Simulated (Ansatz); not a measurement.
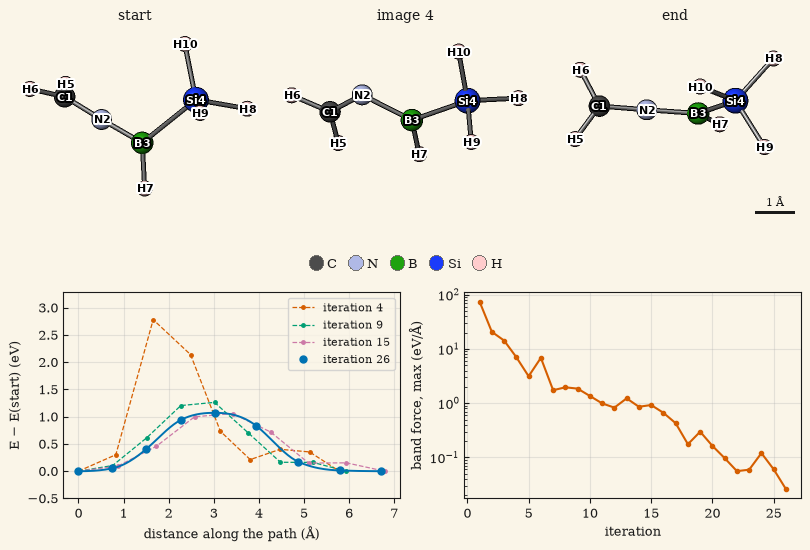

NEB run on CH₆BNSi. Images are numbered from 0 (start) to 8 (end). The plot follows the band through its iterations. A ball-and-stick model, seen from a free direction.

Method: RKS PBE0-D4/6-31G* (Ansatz 0.2.0). Settings: 7 movable images; climbing image; force threshold 0.03 eV/Å; iteration limit 45; starting path through a guess of the saddle point.

### How did the profile develop, and is the result final?

The result is final at these settings. The band converged in 26 iterations. The largest component of the band force went from 74 to 0.026 eV/Å. The climbing image converged on the top of the path. Its vibrational analysis gives one imaginary mode (171i cm⁻¹), as a transition state must have. The first iteration put the highest image at 25.68 eV. The barrier is about 1.07 eV in both directions, with image 4 at the top; the ends have the same energy.

The run took 7.6 min on 1 thread of Arm Neoverse V2, with other jobs on the host, peak memory 0.15 GiB.
